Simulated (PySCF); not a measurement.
# Two runs on C5H4F2

System: C5H4F2, SMILES C=C1C=C1C(F)F.
Method of run A: TDDFT LDA/def2-SVPD, vertical, gas phase, core orbitals frozen in the response (PySCF 2.14.0).

The geometry comes from this level: PBE0-D3(BJ)/def2-SVP. Text and figures count atoms from 1; the logs count them from 0 in places.

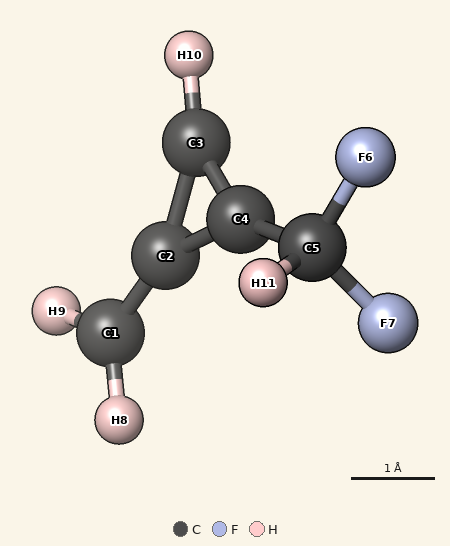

Figure 1. The structure (ball-and-stick view, seen at a tilt; atoms are numbered from 1 in the order of the input).

### Input, run A
```
{"job": {"kind": "uv", "xc": "LDA", "basis": "def2-SVPD", "ip": true}, "charge": 0, "multiplicity": 1}
C     -2.177718     0.068509     0.077730
C     -0.902628     0.408993    -0.086533
C      0.140725     1.344000    -0.422938
C      0.509821     0.128145    -0.064654
C      1.605277    -0.825110     0.224573
F      2.796769    -0.294074    -0.109288
F      1.428501    -1.957816    -0.484841
H     -2.449870    -0.937800     0.399823
H     -2.974950     0.788353    -0.114561
H      0.443163     2.342043    -0.733112
H      1.623881    -1.088358     1.298577
```

The first line tells a small driver script what to run in PySCF; the rest is the geometry in Å.

Command:
```bash
OMP_NUM_THREADS=1 python <driver script> task.json out
```

Hardware: 1 CPU thread, shared host.

### Output (run A)
```
coarse grid: 10088 points
cycle   1  E = -389.0421105310  dE =  1.002e+00  |g| = 6.948e-01  |ddm| = 6.687e+00
cycle   2  E = -388.6944962227  dE =  3.476e-01  |g| = 1.404e+00  |ddm| = 3.080e+00
cycle   3  E = -389.1254074421  dE = -4.309e-01  |g| = 2.935e-01  |ddm| = 2.423e+00
cycle   4  E = -389.1474413843  dE = -2.203e-02  |g| = 9.873e-02  |ddm| = 5.997e-01
cycle   5  E = -389.1492463977  dE = -1.805e-03  |g| = 4.866e-02  |ddm| = 2.245e-01
cycle   6  E = -389.1498251185  dE = -5.787e-04  |g| = 1.513e-02  |ddm| = 9.990e-02
cycle   7  E = -389.1498802857  dE = -5.517e-05  |g| = 4.809e-03  |ddm| = 2.438e-02
cycle   8  E = -389.1498860021  dE = -5.716e-06  |g| = 1.052e-03  |ddm| = 6.684e-03
final grid: 100736 points
cycle   9  E = -389.2073582362  dE = -3.798e-05  |g| = 4.991e-03  |ddm| = 1.217e-01
cycle  10  E = -389.2073462309  dE =  1.201e-05  |g| = 9.674e-03  |ddm| = 1.487e-02
cycle  11  E = -389.2073622870  dE = -1.606e-05  |g| = 1.130e-03  |ddm| = 9.746e-03
cycle  12  E = -389.2073625398  dE = -2.528e-07  |g| = 5.318e-04  |ddm| = 2.530e-03
cycle  13  E = -389.2073626100  dE = -7.027e-08  |g| = 1.665e-04  |ddm| = 1.052e-03
cycle  14  E = -389.2073626163  dE = -6.301e-09  |g| = 4.555e-05  |ddm| = 2.790e-04
cycle  15  E = -389.2073626167  dE = -3.171e-10  |g| = 1.930e-05  |ddm| = 6.243e-05
converged SCF energy = -389.2073626167

Static polarisability (au): isotropic 63.480, principal 43.699 62.422 84.318

Singlet excitations
state   eV       nm        f      main configurations
  1   3.4135    363.2   0.01614   H->L 0.98
  2   5.3484    231.8   0.00123   H-1->L 0.99
  3   5.5845    222.0   0.00559   H->L+2 0.89, H->L+1 0.09
  4   5.9517    208.3   0.02177   H->L+3 0.83, H->L+1 0.14
  5   6.3995    193.7   0.00665   H->L+4 0.97
  6   6.5190    190.2   0.01722   H-2->L 0.95
  7   6.6117    187.5   0.11288   H->L+5 0.62, H->L+1 0.21
  8   6.8835    180.1   0.25700   H->L+1 0.37, H->L+5 0.33, H->L+8 0.09
  9   7.1731    172.8   0.00660   H->L+6 0.98
 10   7.2461    171.1   0.00678   H-3->L 0.79, H->L+7 0.15

Triplet excitations (Tamm-Dancoff, eV): 2.7950 4.7968 5.0332 5.5198
Vertical ionisation energy (delta-SCF) = 8.9065 eV
Vertical electron affinity (delta-SCF) = -0.3521 eV
```

For run B the input was changed thus:
```diff
-"xc": "LDA"
+"xc": "HF"
```

How does run B compare with run A?

The total energies belong to different methods, so their difference says nothing on which is more stable or more accurate. The HOMO goes from −5.61 to −8.54 eV. The LUMO goes from −2.55 to 2.34 eV. The dipole moment goes from 1.71 to 2.00 D. The lowest excitation goes from 3.41 to 5.45 eV. The strongest computed line goes from 6.88 to 7.24 eV. The method changes from LDA to HF. Exact exchange removes part of the self-interaction error of semilocal functionals, which pushes filled and empty levels apart. The SCF takes 11 iterations against 15.

### Output (run B)
```
final grid: 100736 points
cycle   1  E = -389.9658916293  dE =  1.814e+00  |g| = 8.114e-01  |ddm| = 4.689e+00
cycle   2  E = -390.0938694850  dE = -1.280e-01  |g| = 4.595e-01  |ddm| = 1.626e+00
cycle   3  E = -390.1334045791  dE = -3.954e-02  |g| = 8.348e-02  |ddm| = 7.103e-01
cycle   4  E = -390.1355243084  dE = -2.120e-03  |g| = 2.510e-02  |ddm| = 2.156e-01
cycle   5  E = -390.1357150170  dE = -1.907e-04  |g| = 5.523e-03  |ddm| = 7.241e-02
cycle   6  E = -390.1357272771  dE = -1.226e-05  |g| = 2.217e-03  |ddm| = 2.031e-02
cycle   7  E = -390.1357301730  dE = -2.896e-06  |g| = 6.823e-04  |ddm| = 9.356e-03
cycle   8  E = -390.1357305164  dE = -3.434e-07  |g| = 1.771e-04  |ddm| = 3.100e-03
cycle   9  E = -390.1357305404  dE = -2.398e-08  |g| = 7.310e-05  |ddm| = 7.179e-04
cycle  10  E = -390.1357305436  dE = -3.225e-09  |g| = 2.303e-05  |ddm| = 2.851e-04
cycle  11  E = -390.1357305441  dE = -4.268e-10  |g| = 9.768e-06  |ddm| = 1.028e-04
converged SCF energy = -390.1357305441

Static polarisability (au): isotropic 58.781, principal 40.716 57.200 78.427

Singlet excitations
state   eV       nm        f      main configurations
  1   5.4527    227.4   0.05942   H->L+1 0.48, H->L 0.26, H->L+2 0.12
  2   6.2546    198.2   0.01542   H->L 0.44, H->L+1 0.20, H->L+2 0.16
  3   7.2400    171.2   0.56272   H->L+8 0.46, H->L+5 0.25, H->L+2 0.12
  4   7.3294    169.2   0.00271   H-1->L+1 0.45, H-1->L 0.19, H-1->L+2 0.12
  5   7.3720    168.2   0.11865   H->L+2 0.43, H->L+1 0.15, H->L+8 0.09
  6   7.5811    163.5   0.02328   H->L+3 0.33, H->L+6 0.24, H->L+7 0.21
  7   7.8160    158.6   0.00104   H->L+7 0.28, H->L+4 0.20, H->L+3 0.10
  8   8.1659    151.8   0.00046   H-3->L+1 0.33, H-3->L 0.14, H-3->L+2 0.09
  9   8.3280    148.9   0.00374   H->L+4 0.39, H->L+9 0.15, H->L+3 0.09
 10   8.6549    143.3   0.00842   H->L+6 0.46, H->L+3 0.11, H->L 0.09

Triplet excitations (Tamm-Dancoff, eV): 3.4457 4.2015 5.9765 6.7637
Vertical ionisation energy (delta-SCF) = 7.1256 eV
```

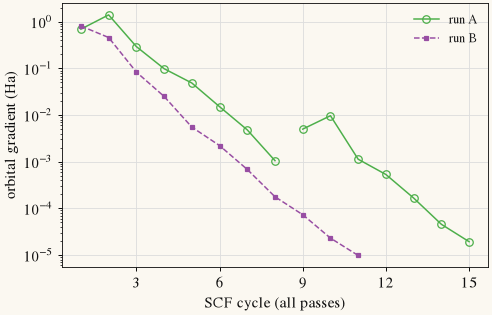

Figure 2. Convergence of the two runs: orbital gradient against the SCF cycle. A break in a curve parts two SCF passes (coarse and final grid). Run A takes 15 cycles in all, and run B takes 11.

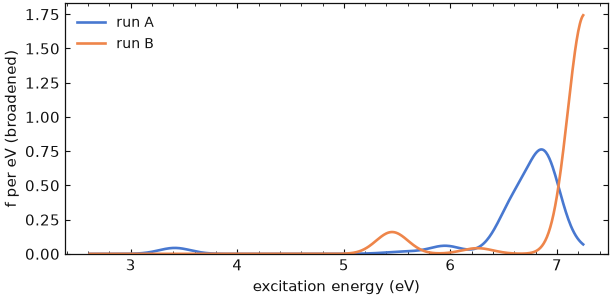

Figure 3. Absorption of the two runs from their computed states, each broadened by a Gaussian of 0.35 eV full width; the range ends where the shorter list of states ends.

### The two runs side by side

```csv
quantity,run A,run B
outcome,converged,converged
total energy (hartree),−389.207363,−390.135731
HOMO (eV),−5.61,−8.54
LUMO (eV),−2.55,2.34
dipole moment (D),1.71,2.00
lowest excitation (eV),3.41,5.45
SCF iterations,15,11
strongest computed line (eV),6.88,7.24
basis functions,178,178
wall time (shared host),71 s,21 s
```
